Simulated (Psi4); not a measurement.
# CS2 (carbon disulfide), step by step

Aim: a geometry optimisation (PBE0-D4/def2-TZVP), then vibrational wavenumbers of CS2 (carbon disulfide). 

The results are computed with Psi4 1.11.

## 1. The molecule

The species is CS2 (3 atoms), meant as a singlet with charge 0. As SMILES, `S=C=S`. The coordinates come from a PBE0-D4/def2-TZVP relaxation. The run starts from this shape.

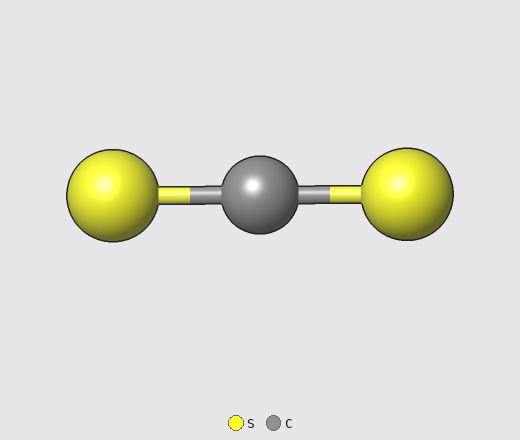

The structure, seen from a chosen angle (sulfur yellow, carbon grey).

## 2. A structure relaxation at PBE0-D4/def2-TZVP (density fitting) (run 1)

input.dat

```
memory 1600 mb

molecule {
  S      1.357000    -0.156000     0.729100
  C      0.000000     0.000000     0.000000
  S     -1.357000     0.156000    -0.729100
}

set {
  basis        def2-TZVP
  reference    rks
  geom_maxiter 60
}

result, w = optimize('pbe0-d4', return_wfn=True)
```

Run with:

```console
psi4 -n 1 input.dat output.dat
```

output.dat:

```text
Psi4 1.11 release

gradient() will perform analytic gradient computation.

   => Loading Basis Set <=

    Name: DEF2-TZVP
    Role: ORBITAL
    Keyword: BASIS

   => PBE0-D4(BJ,EEQ)ATM: Empirical Dispersion <=

        a1 =       0.400856
        a2 =       5.029288
       alp =      16.000000
        s6 =       1.000000
        s8 =       1.200655
        s9 =       1.000000
        ga =       3.000000
        gc =       2.000000
        wf =       6.000000

         ---------------------------------------------------------
                                   SCF
                              RKS Reference
                        1 Threads,   1525 MiB Core
         ---------------------------------------------------------

  ==> Geometry <==

    Molecular point group: d2h
    Full point group: D_inf_h

    Geometry (in Angstrom), charge = 0, multiplicity = 1:

       Center              X                  Y                   Z               Mass
    ------------   -----------------  -----------------  -----------------  -----------------
         S            1.548344861457     0.000000000000     0.000000000000    31.972071174400
         C            0.000000000000     0.000000000000     0.000000000000    12.000000000000
         S           -1.548344861457    -0.000000000000     0.000000000000    31.972071174400

  Running in d2h symmetry.

  Rotational constants: A = ************  B =      0.10997  C =      0.10997 [cm^-1]
  Rotational constants: A = ************  B =   3296.71222  C =   3296.71222 [MHz]
  Nuclear repulsion =  109.366273386320316

  Charge       = 0
  Multiplicity = 1
  Electrons    = 38
  Nalpha       = 19
  Nbeta        = 19

  ==> Algorithm <==

  SCF Algorithm Type is DF.
  DIIS enabled.
  MOM disabled.
  Fractional occupation disabled.
  Guess Type is SAD.
  Energy threshold   = 1.00e-08
  Density threshold  = 1.00e-08
  Integral threshold = 1.00e-12

  ==> Primary Basis <==

  Basis Set: DEF2-TZVP
    Blend: DEF2-TZVP
    Number of shells: 37
    Number of basis functions: 105
    Number of Cartesian functions: 120
    Spherical Harmonics?: true
    Max angular momentum: 3

  ==> DFT Potential <==

   => LibXC <=

    Version 7.1.2

   => Composite Functional: PBE0-D4BJEEQATM <=

    PBE0-d4bjeeqatm Hyb-GGA Exchange-Correlation Functional

    Deriv               =              1
    GGA                 =           TRUE
    Meta                =          FALSE

    Exchange Hybrid     =           TRUE
    MP2 Hybrid          =          FALSE

   => Exchange Functionals <=

    0.7500   Perdew, Burke & Ernzerhof

   => Exact (HF) Exchange <=

    0.2500               HF

   => Correlation Functionals <=

    1.0000   Perdew, Burke & Ernzerhof

   => LibXC Density Thresholds  <==

    XC_HYB_GGA_XC_PBEH:  1.00E-15

   => Molecular Quadrature <=

    Radial Scheme          =       TREUTLER
    Pruning Scheme         =           NONE
    Nuclear Scheme         =       TREUTLER

    Blocking Scheme        =         OCTREE
    BS radius alpha        =              1
    Pruning alpha          =              1
    Radial Points          =             75
    Spherical Points       =            302
    Total Points           =          62946
    Total Blocks           =            564
    Max Points             =            256
    Max Functions          =             99
    Weights Tolerance      =       1.00E-15

   => Loading Basis Set <=

    Name: (DEF2-TZVP AUX)
    Role: JKFIT
    Keyword: DF_BASIS_SCF

  ==> Integral Setup <==

  DFHelper Memory: AOs need 0.030 GiB; user supplied 0.957 GiB.
  SCF_SUBTYPE=INCORE selected. In-core MEM_DF algorithm will be used.
  Using in-core AOs.

  ==> MemDFJK: Density-Fitted J/K Matrices <==

    J tasked:                   Yes
    K tasked:                   Yes
    wK tasked:                   No
    Memory [MiB]:               979
    Algorithm:                 Core
    Schwarz Cutoff:           1E-12
    Mask sparsity (%):       1.7415
    Fitting Condition:        1E-10

   => Auxiliary Basis Set <=

  Basis Set: (DEF2-TZVP AUX)
    Blend: DEF2-UNIVERSAL-JKFIT
    Number of shells: 101
    Number of basis functions: 331
    Number of Cartesian functions: 399
    Spherical Harmonics?: true
    Max angular momentum: 4

  Cached 100.0% of DFT collocation blocks in 0.161 [GiB].

  Minimum eigenvalue in the overlap matrix is 7.5458390886E-04.
  Reciprocal condition number of the overlap matrix is 1.5837885462E-04.
    Using symmetric orthogonalization.

  ==> Pre-Iterations <==

  SCF Guess: Superposition of Atomic Densities via on-the-fly atomic UHF (no occupation information).

   -------------------------
    Irrep   Nso     Nmo
   -------------------------
     Ag        25      25
     B1g       11      11
     B2g       11      11
     B3g        5       5
     Au         4       4
     B1u       14      14
     B2u       14      14
     B3u       21      21
   -------------------------
    Total     105     105
   -------------------------

  ==> Iterations <==

                           Total Energy        Delta E     RMS |[F,P]|

   @DF-RKS iter SAD:  -833.99674366132535   -8.33997e+02   0.00000e+00
   @DF-RKS iter   1:  -834.07526815682411   -7.85245e-02   1.43698e-02 DIIS/ADIIS
   @DF-RKS iter   2:  -833.83817601569683    2.37092e-01   1.90925e-02 DIIS/ADIIS
   @DF-RKS iter   3:  -834.18709282358407   -3.48917e-01   5.36719e-03 DIIS/ADIIS
   @DF-RKS iter   4:  -834.20810417846201   -2.10114e-02   5.60548e-04 DIIS/ADIIS
   @DF-RKS iter   5:  -834.20831176277125   -2.07584e-04   1.10305e-04 DIIS/ADIIS
   @DF-RKS iter   6:  -834.20832091257819   -9.14981e-06   2.16468e-05 DIIS
   @DF-RKS iter   7:  -834.20832135102421   -4.38446e-07   1.48540e-06 DIIS
   @DF-RKS iter   8:  -834.20832135278283   -1.75862e-09   1.80507e-07 DIIS
   @DF-RKS iter   9:  -834.20832135281159   -2.87628e-11   9.05012e-09 DIIS
  Energy and wave function converged.

  ==> Post-Iterations <==

   Electrons on quadrature grid:
      Ntotal   =   37.9999985698 ; deviation = -1.430e-06

    Orbital Energies [Eh]
    ---------------------

    Doubly Occupied:

       1Ag   -89.055703     1B3u  -89.055694     2Ag   -10.351596
       3Ag    -8.035887     2B3u   -8.035882     3B3u   -5.970925
       4Ag    -5.970915     1B2g   -5.967255     1B1g   -5.967255
       1B1u   -5.967253     1B2u   -5.967253     5Ag    -0.885346
       4B3u   -0.792790     6Ag    -0.525425     5B3u   -0.445832
       2B1u   -0.407429     2B2u   -0.407429     2B1g   -0.287562
       2B2g   -0.287562

    Virtual:

       3B2u   -0.072203     3B1u   -0.072203     7Ag     0.052119
       8Ag     0.098987     6B3u    0.124172     7B3u    0.155893
       4B1u    0.234552     4B2u    0.234552     9Ag     0.257201
       3B1g    0.273410     3B2g    0.273410     1B3g    0.307486
      10Ag     0.307487     1Au     0.347226     8B3u    0.347226
       5B2u    0.349131     5B1u    0.349131     4B1g    0.381856
       4B2g    0.381856     9B3u    0.497587    11Ag     0.578361
       6B2u    0.618017     6B1u    0.618017    12Ag     0.740018
       2B3g    0.740019    13Ag     0.794016    10B3u    0.830812
      11B3u    0.923152    14Ag     1.022062     5B2g    1.135845
       5B1g    1.135845     2Au     1.455692    12B3u    1.455694
       3B3g    1.457896    15Ag     1.457898     7B2u    1.459035
       7B1u    1.459035    16Ag     1.508819     6B2g    1.514836
       6B1g    1.514836    13B3u    1.532188     8B1u    1.548820
       8B2u    1.548820    14B3u    1.565105     3Au     1.577656
      15B3u    1.577657     9B1u    1.632137     9B2u    1.632137
       7B2g    1.643439     7B1g    1.643439     8B1g    1.794227
       8B2g    1.794227    10B2u    1.816748    10B1u    1.816748
      17Ag     1.861083     4B3g    1.867110    18Ag     1.867110
      11B1u    2.133642    11B2u    2.133642    19Ag     2.290855
      16B3u    2.354182     9B2g    2.658858     9B1g    2.658858
      12B1u    2.660210    12B2u    2.660210    17B3u    2.660877
      20Ag     2.694158    21Ag     2.964640     5B3g    2.964645
       4Au     3.054123    18B3u    3.054124    10B2g    3.212547
      10B1g    3.212547    22Ag     3.713934    13B1u    3.771053
      13B2u    3.771053    19B3u    4.323554    14B2u    8.870363
      14B1u    8.870363    11B2g    8.918193    11B1g    8.918193
      23Ag     9.250123    20B3u    9.552899    21B3u   20.356236
      24Ag    20.673115    25Ag    22.350101

    Final Occupation by Irrep:
             Ag   B1g   B2g   B3g    Au   B1u   B2u   B3u
    DOCC [     6,    2,    2,    0,    0,    2,    2,    5 ]
    NA   [     6,    2,    2,    0,    0,    2,    2,    5 ]
    NB   [     6,    2,    2,    0,    0,    2,    2,    5 ]

  @DF-RKS Final Energy:  -834.20832135281159

   => Energetics <=

    Nuclear Repulsion Energy =            109.3662733863203158
    One-Electron Energy =               -1368.1823436057948129
    Two-Electron Energy =                 467.2549374341808743
    DFT Exchange-Correlation Energy =     -42.6448153853965550
    Empirical Dispersion Energy =          -0.0023731821213319
    VV10 Nonlocal Energy =                  0.0000000000000000
    Total Energy =                       -834.2083213528115948

Computation Completed

Properties will be evaluated at   0.000000,   0.000000,   0.000000 [a0]

Properties computed using the SCF density matrix

 Multipole Moments:

 ------------------------------------------------------------------------------------
     Multipole            Electronic (a.u.)      Nuclear  (a.u.)        Total (a.u.)
 ------------------------------------------------------------------------------------

 L = 1.  Multiply by 2.5417464519 to convert [e a0] to [Debye]
 Dipole X            :          0.0000000            0.0000000            0.0000000
 Dipole Y            :          0.0000000            0.0000000            0.0000000
 Dipole Z            :          0.0000000            0.0000000            0.0000000
 Magnitude           :                                                    0.0000000

 ------------------------------------------------------------------------------------

	total time  =          5 seconds =       0.08 minutes

         ------------------------------------------------------------
                                   SCF GRAD
         ------------------------------------------------------------

  ==> Geometry <==

    Molecular point group: d2h
    Full point group: D_inf_h

    Geometry (in Angstrom), charge = 0, multiplicity = 1:

       Center              X                  Y                   Z               Mass
    ------------   -----------------  -----------------  -----------------  -----------------
         S            1.548344861457     0.000000000000     0.000000000000    31.972071174400
         C            0.000000000000     0.000000000000     0.000000000000    12.000000000000
         S           -1.548344861457    -0.000000000000     0.000000000000    31.972071174400

  Nuclear repulsion =  109.366273386320316

  ==> Basis Set <==

  Basis Set: DEF2-TZVP
    Blend: DEF2-TZVP
    Number of shells: 37
    Number of basis functions: 105
    Number of Cartesian functions: 120
    Spherical Harmonics?: true
    Max angular momentum: 3

  ==> DFJKGrad: Density-Fitted SCF Gradients <==

    Gradient:                    1
    J tasked:                  Yes
    K tasked:                  Yes
    wK tasked:                  No
    Integrals threads:           1
    Memory [MiB]:             1144
    Schwarz Cutoff:          1E-12
    Fitting Condition:       1E-10

   => Auxiliary Basis Set <=

  Basis Set: (DEF2-TZVP AUX)
    Blend: DEF2-UNIVERSAL-JKFIT
    Number of shells: 101
    Number of basis functions: 331
    Number of Cartesian functions: 399
    Spherical Harmonics?: true
    Max angular momentum: 4

  ==> DFT Potential <==

   => LibXC <=

    Version 7.1.2

   => Composite Functional: PBE0-D4BJEEQATM <=

    PBE0-d4bjeeqatm Hyb-GGA Exchange-Correlation Functional

    Deriv               =              1
    GGA                 =           TRUE
    Meta                =          FALSE

    Exchange Hybrid     =           TRUE
    MP2 Hybrid          =          FALSE

   => Exchange Functionals <=

    0.7500   Perdew, Burke & Ernzerhof

   => Exact (HF) Exchange <=

    0.2500               HF

   => Correlation Functionals <=

    1.0000   Perdew, Burke & Ernzerhof

   => LibXC Density Thresholds  <==

    XC_HYB_GGA_XC_PBEH:  1.00E-15

   => Molecular Quadrature <=

    Radial Scheme          =       TREUTLER
    Pruning Scheme         =           NONE
    Nuclear Scheme         =       TREUTLER

    Blocking Scheme        =         OCTREE
    BS radius alpha        =              1
    Pruning alpha          =              1
    Radial Points          =             75
    Spherical Points       =            302
    Total Points           =          62946
    Total Blocks           =            564
    Max Points             =            256
    Max Functions          =             99
    Weights Tolerance      =       1.00E-15

  -Total Gradient:
     Atom            X                  Y                   Z
    ------   -----------------  -----------------  -----------------
       1        0.000023519840     0.000000000000    -0.000000000000
       2        0.000000000000     0.000000000000     0.000000000000
       3       -0.000023519840    -0.000000000000     0.000000000000

	total time  =          2 seconds =       0.03 minutes

    			-----------------------------------------

    			 OPTKING 3.0: for geometry optimizations

    			        with contributions from

    			-----------------------------------------

	                            ===> Fragment 1 <==

	 Z (Atomic Numbers)          Masses                          Geom
	      16.000000            31.972071          2.92594774  0.00000000  0.00000000
	       6.000000            12.000000          0.00000000  0.00000000  0.00000000
	      16.000000            31.972071         -2.92594774 -0.00000000  0.00000000

	 - Coordinate -           - BOHR/RAD -       - ANG/DEG -
	 R(1,2)           =         2.925948           1.548345
	 R(2,3)           =         2.925948           1.548345
	 L(1,2,3)         =         3.141593         180.000000
	 l(1,2,3)         =         3.141593         180.000000

	        --- Internal Coordinate Step in ANG or DEG, aJ/ANG or AJ/DEG ---
	-------------------------------------------------------------------------------
	           Coordinate      Previous         Force          Change          New
	           ----------      --------        ------          ------        ------
	               R(1,2)       1.54834       -0.00019       -0.00002       1.54832
	               R(2,3)       1.54834       -0.00019       -0.00002       1.54832
	             L(1,2,3)     180.00000       -0.00000        0.00000     180.00000
	             l(1,2,3)     180.00000        0.00000        0.00000     180.00000
	-------------------------------------------------------------------------------

	                                 ==> Convergence Check <==

	Measures of convergence in internal coordinates in au.

	Criteria marked as inactive (o), active & met (*), and active & unmet ( ).

	----------------------------------------------------------------------------------------------~
	   Step    Total Energy     Delta E     Max Force     RMS Force      Max Disp      RMS Disp   ~
	----------------------------------------------------------------------------------------------~
	  Convergence Criteria     1.00e-06 *    3.00e-04 *             o    1.20e-03 *             o~
	----------------------------------------------------------------------------------------------~
	     1    -834.20832135   -8.34e+02      2.35e-05 *    1.66e-05 o    3.75e-05 *    2.65e-05 o  ~
	----------------------------------------------------------------------------------------------

Next Geometry in Ang
	Fragment 1 (Ang)

	    S   1.5483249987   0.0000000000   0.0000000000
	    C   0.0000000000   0.0000000000   0.0000000000
	    S  -1.5483249987  -0.0000000000   0.0000000000

    Final optimized geometry and variables:
    Molecular point group: d2h
    Full point group: D_inf_h

    Geometry (in Angstrom), charge = 0, multiplicity = 1:

    S            1.548344861457     0.000000000000     0.000000000000
    C            0.000000000000     0.000000000000     0.000000000000
    S           -1.548344861457    -0.000000000000     0.000000000000

    Psi4 run time: 0:00:07.84
```

The script printed:

```text
Optimizer: Optimization complete!
```

It took 9.6 s on 1 thread of Intel Xeon Platinum 8259CL at 2.50GHz (Skylake/Cascade Lake), shared host; peak memory 0.41 GiB.

(Part 1 of 2 ends here.)
